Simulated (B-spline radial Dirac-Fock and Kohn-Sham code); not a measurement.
# Core levels of Er: a first try and its repair

Aim: the K, L3 and M5 binding energies of Er by ΔSCF.

The numbers are computed with B-spline radial Dirac-Fock and Kohn-Sham code (version 4): Delta-SCF core binding energies without Breit or QED terms under the stated settings.

## (1) What is computed

The Er atom in the configuration [Xe] 4f12 6s2.

```
nuclear charge     : 68
electrons          : 68
mass number        : 166
nuclear rms radius : 5.2516 fm
```

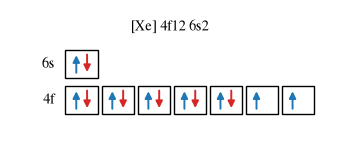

The shells outside the core; arrows follow Hund's rule for the drawing alone (heavy ions are jj-coupled), while the calculation averages over the configuration.

## (2) First try

Settings in task.json:

```ini
rel = dirac
method = hf
nuc = fermi
radius_factor = 1.0
rmax = 45.0
h = 0.3
order = 8
points = 10
c_factor = 0.2804
maxit = 76
damp = 0.5
ndamp = 3
tol = 1e-08
```

Keys: rel is the Hamiltonian, nuc the nuclear model, radius_factor scales its radius, rmax is the box in bohr, h the logarithmic mesh step, order the B-spline order, points the quadrature points a cell, c_factor scales the speed of light; damp, ndamp, maxit and tol steer the iteration.

On the command line:

```
python xray2_run.py task.json out
```

Results of the run (chosen fields of its result record, rounded):

```text
{
  "status": "converged",
  "total_energy [Ha]": -17371.141431,
  "virial_ratio": 1.290795,
  "iterations": [36, 19, 19, 19],
  "converged": [true, true, true, true],
  "highest_orbital_energy [eV]": -1.550753,
  "holes": ["K", "L3", "M5"],
  "binding [eV]": [56439.77, 9867.591, 1142.894],
  "scf_energy [Ha]": [-17062.04494, -16833.50451, -17335.39478, -17367.60282, -17329.61999, -17346.18074, -17362.71103, -17368.11453, -17370.9311, -17362.55845, "...", -17370.96345, -17371.14037, -17371.14129, -17371.14126, -17371.14143, -17371.14143, -17371.14143, -17371.14143, -17371.14143, -17371.14143],
  "scf_error": [15.0, 5.2, 1.4, 0.5, 0.84, 1.1, 0.52, 0.25, 0.086, 0.3, "...", 0.059, 0.0042, 0.0014, 0.0017, 0.00012, 0.00011, 5.6e-06, 7.3e-07, 7e-07, 1.8e-08],
  "cells": 59
}
```

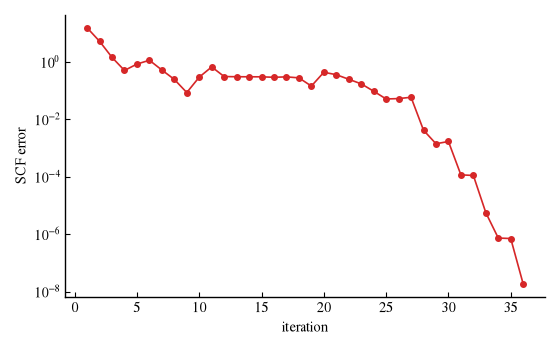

SCF error of the ground state by iteration.

## (3) What went wrong

The run converged, but to the answer of an unsound model or basis. The fault: c_factor makes c so small that Zα nears or passes 1.

The cure is c_factor = 1.0.

## (4) The mended run

Changed: c_factor = 1.0, maxit = 60.

Results of the run (chosen fields of its result record, rounded):

```text
{
  "status": "converged",
  "total_energy [Ha]": -13092.232368,
  "virial_ratio": 1.906343,
  "iterations": [11, 11, 11, 10],
  "converged": [true, true, true, true],
  "highest_orbital_energy [eV]": -5.22717,
  "holes": ["K", "L3", "M5"],
  "binding [eV]": [57745.84, 8377.9, 1411.941],
  "cells": 59
}
```

## (5) Summary of results

| quantity | value |
| --- | --- |
| first try | converged |
| fault | c_factor makes c so small that Zα nears or passes 1 |
| cure | c_factor = 1.0 |
| mended run | converged (ground state in 11 iterations) |
| K binding | 57745.8 eV (first try 56439.8) |
| L3 binding | 8377.9 eV (first try 9867.6) |
| M5 binding | 1411.9 eV (first try 1142.9) |

The first try was off by -1306.07 eV for K, +1489.69 eV for L3 and -269.05 eV for M5. It gave no warning. The mended values lack Breit and QED terms.
